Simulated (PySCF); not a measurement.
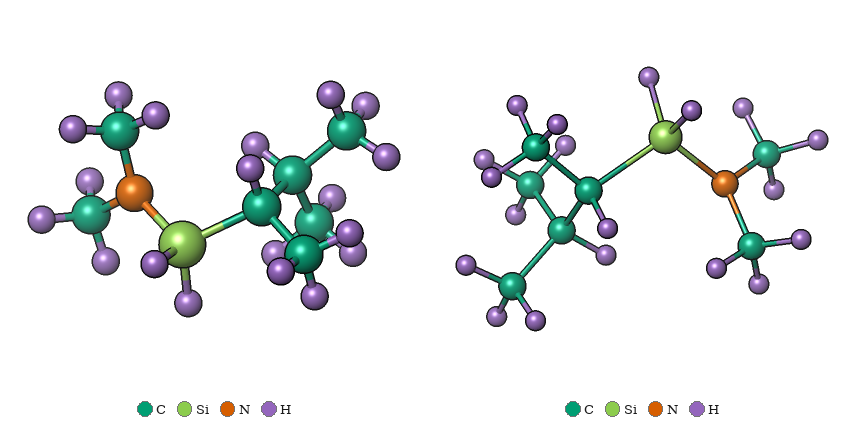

Two views of one molecule.

Computed geometry: PBE0-D3(BJ)/def2-SVP optimisation. No frequency run is at hand to confirm it as a minimum.

Describe the molecule.

Formula C7H19NSi. Its SMILES string is `CC(C)[C@H](C)[SiH2]N(C)C`. It has no ring. Among its groups: Si–H bond, Si–N bond. The point group is C1. Coordination, clear cases only: 7 C tetrahedral; 1 Si tetrahedral.

More results for the same structure follow; atom numbers are the same in all pictures, views and colours differ.

**Geometry**

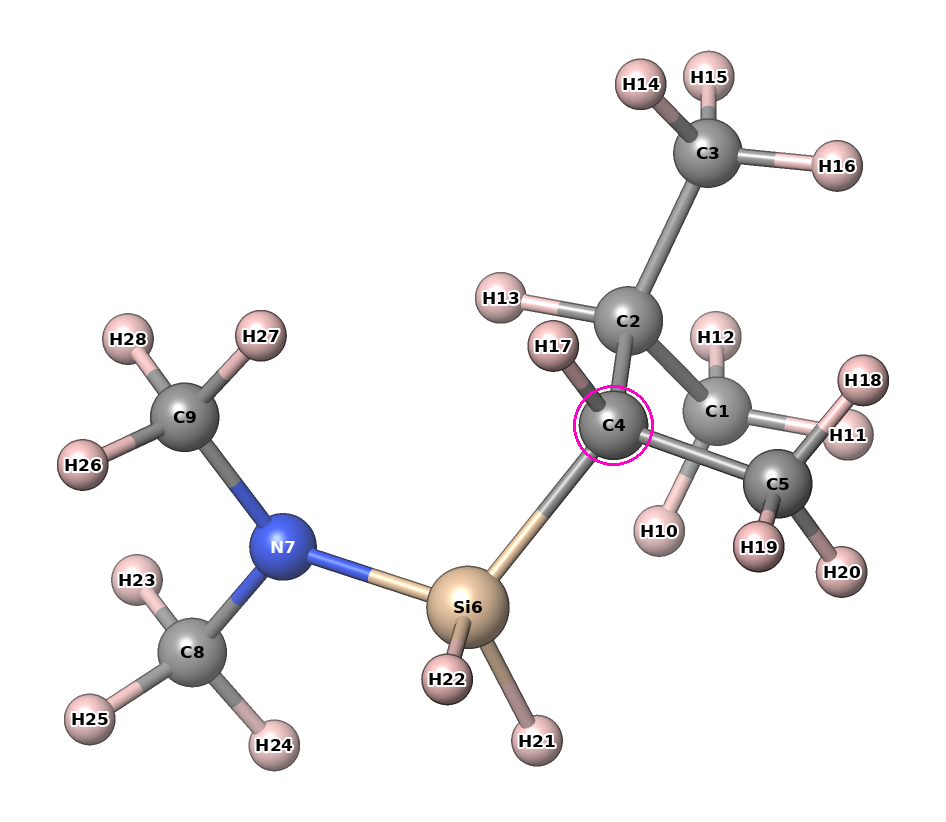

Depth is shown by fading: the farther an atom, the more it takes the colour of the background. Circles mark the stereogenic atoms. No frequency run is at hand to confirm it as a minimum.

What are the Cahn–Ingold–Prelog descriptors?

C4: S (priorities Si6 > C2 > C5 > H17).

**Electronic properties**

No frequency run is at hand to confirm it as a minimum. Method: B3LYP/pcSseg-1, gas phase (PySCF 2.14.0).

Give the HOMO–LUMO gap at this level.

6.74 eV.

Give the dipole moment at this level.

0.82 D.

Give the HOMO energy (Kohn–Sham orbital) at this level.

−5.96 eV.

**NMR shielding**

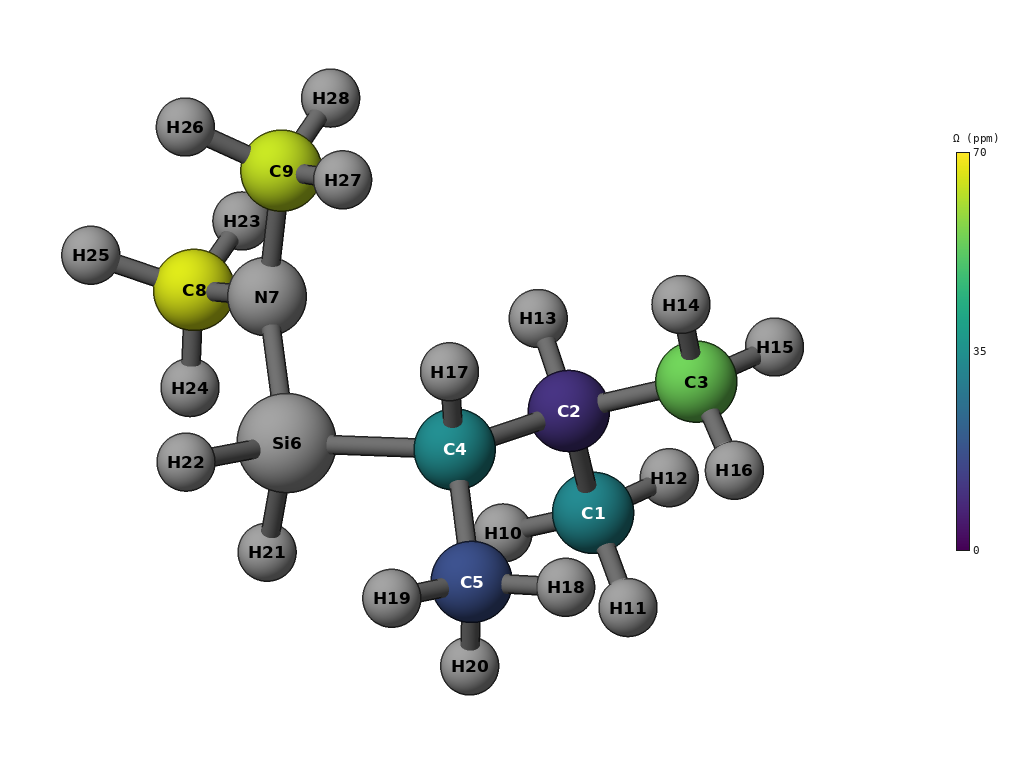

The C atoms are coloured by the span of their shielding tensor. No frequency run is at hand to confirm it as a minimum. Properties computed with GIAO B3LYP/pcSseg-1 NMR shielding, non-relativistic, gas phase (PySCF 2.14.0). Principal shieldings σ11 ≤ σ22 ≤ σ33, span Ω = σ33 − σ11, skew κ = 3(σiso − σ22)/Ω.

Give the shielding tensors of the C atoms.

| atom | σ11 | σ22 | σ33 | σiso | Ω | κ |
| --- | --- | --- | --- | --- | --- | --- |
| C1 | 147.8 | 155.4 | 180.2 | 161.1 | 32.4 | 0.53 |
| C2 | 144.3 | 151.4 | 154.7 | 150.1 | 10.4 | −0.38 |
| C3 | 128.3 | 153.9 | 182.8 | 155.0 | 54.5 | 0.06 |
| C4 | 140.0 | 146.8 | 173.5 | 153.4 | 33.5 | 0.59 |
| C5 | 165.8 | 171.0 | 182.9 | 173.2 | 17.1 | 0.39 |
| C8 | 113.7 | 114.5 | 179.4 | 135.9 | 65.7 | 0.97 |
| C9 | 115.4 | 127.2 | 179.0 | 140.6 | 63.6 | 0.63 |

Shieldings and span in ppm.

**Quadrupole coupling**

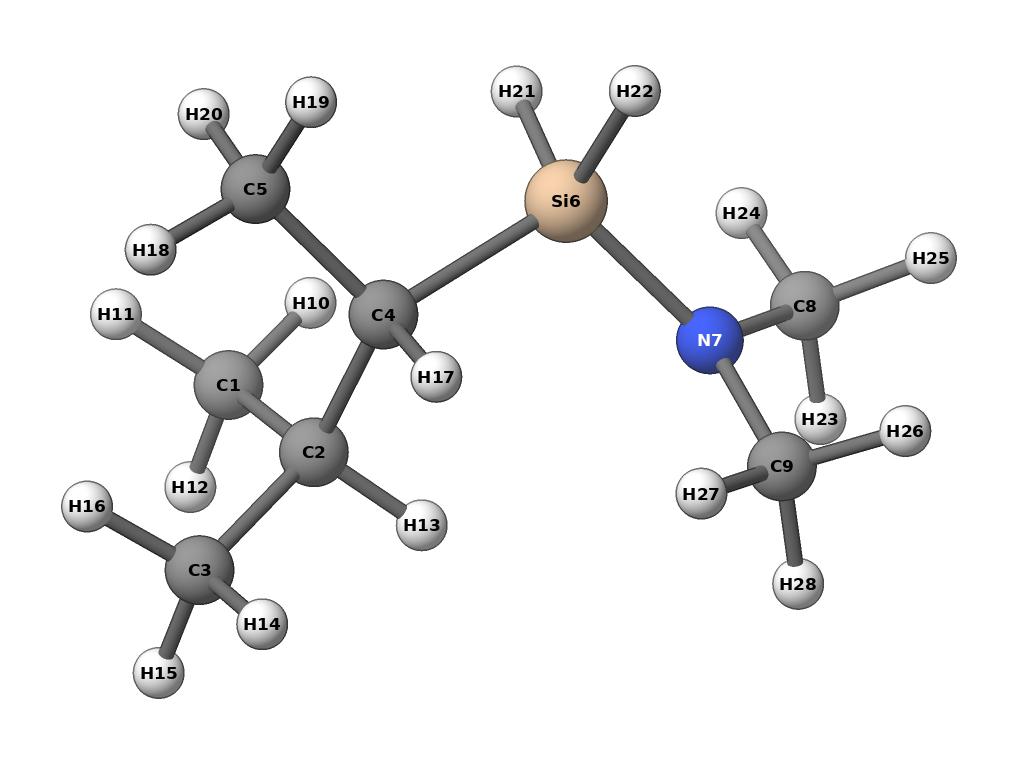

No frequency run is at hand to confirm it as a minimum. Electric field gradients from the ground-state density, PBE0/pcSseg-1 (PySCF 2.14.0), non-relativistic apart from any core potentials.

Give the largest field-gradient component, the quadrupole coupling constant and the asymmetry for 14N at N7 (Q = 20.44 mb).

```csv
atom,V_zz (a.u.),e²qQ/h (MHz),η
N7,−1.152,−5.53,0.35
```
